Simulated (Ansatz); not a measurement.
The starting structures come from a database of crystals and need not be the phases stable at ambient conditions.

 Where the default PAW files enter, the runs use the earlier of Ansatz's two default sets.

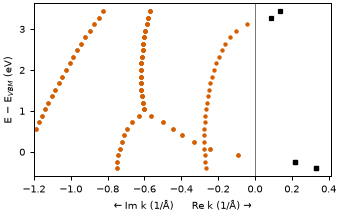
*Complex bands at the centre of the two-dimensional zone; r2SCAN (Ansatz, a quantum-chemistry and plane-wave program)*

The gap is the functional's own. No spin-orbit coupling. Mid-gap values are interpolated on the energy grid.

This is AlH$_{3}$ (R-3c, not sure to be the ambient phase, 8 atoms a cell, 8.2 Å³ an atom) along the normal of (001). Read off the slowest decay at the centre of the two-dimensional zone at 1.52 eV, the computed energy nearest the middle of the gap.

κ ≈ 0.25 1/Å, a decay length 1/(2κ) of the density of 2.0 Å.
